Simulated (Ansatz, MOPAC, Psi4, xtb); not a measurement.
## HCl (SMILES Cl): methods side by side

HCl, singlet, SMILES `Cl`. Each level relaxes the structure for itself.

Quantity: the equilibrium bond length, in Å. The values are calculated.

```
                              level                    kind  program  value (Å)
                               MNDO          semi-empirical    MOPAC      1.348
                                PM6          semi-empirical    MOPAC      1.298
                           GFN2-xTB          semi-empirical      xtb      1.277
                           GFN1-xTB          semi-empirical      xtb      1.265
                    SVWN5/def2-TZVP                     LDA   Ansatz      1.292
               PBE-D3(BJ)/def2-TZVP                     GGA   Ansatz      1.289
                   r2SCAN/def2-TZVP                meta-GGA   Ansatz      1.280
                 B3LYP-D4/def2-TZVP           global hybrid   Ansatz      1.282
PBE0-D4/def2-TZVP (density fitting)           global hybrid     Psi4      1.279
                  wB97X-V/def2-TZVP  range-separated hybrid   Ansatz      1.277
```

The values span 1.265 to 1.348 Å.

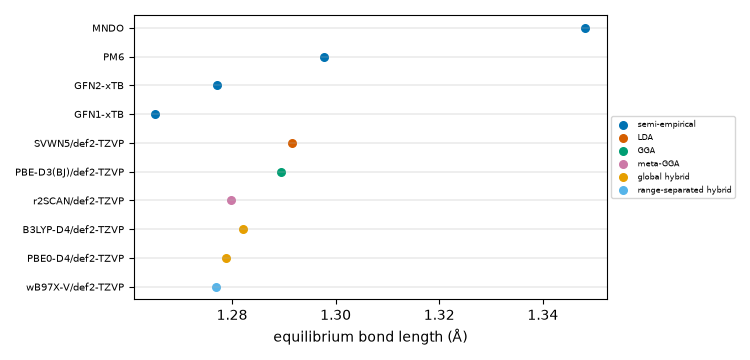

The values of the table, level by level.
